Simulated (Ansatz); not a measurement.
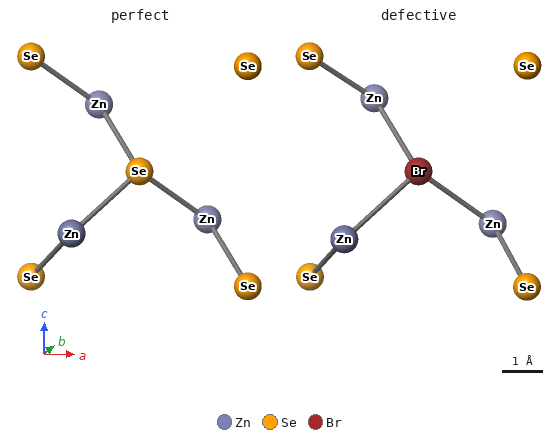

Left: perfect ZnSe. Right: the same region with one point defect, after relaxing the atoms in a supercell of 54 sites. A ball-and-stick model of the atoms within 4.6 Å of one point, in a slice 3.4 Å thick across the line of sight, seen slightly off an axis.

Level of theory: DFT, PBE, plane-wave PAW, default files, scalar-relativistic in Ansatz 0.2.0. Settings: plane-wave cutoff 420 eV; k-point mesh 2 × 2 × 2; occupations fermi dirac; smearing width 0.01 eV; no spin polarisation. A uniform background neutralises the charged cell. The axes drawn are those of the host's conventional cell.

Q: Which defect is it?

A: A selenium atom is replaced by bromine.

The charge state of the cell is +1.

Q: How does the lattice respond?

A: In the host the Se atom has 4 Zn at 2.45 Å; the Br atom ends with 4 Zn at 2.68 Å. Of the host's atoms, a zinc atom moves furthest from its site, by 0.23 Å. Relaxing the atoms from the host's sites lowers the energy by 0.55 eV.

Limits of the set-up: the cell is charged, on a uniform background, and energies carry no finite-size correction.
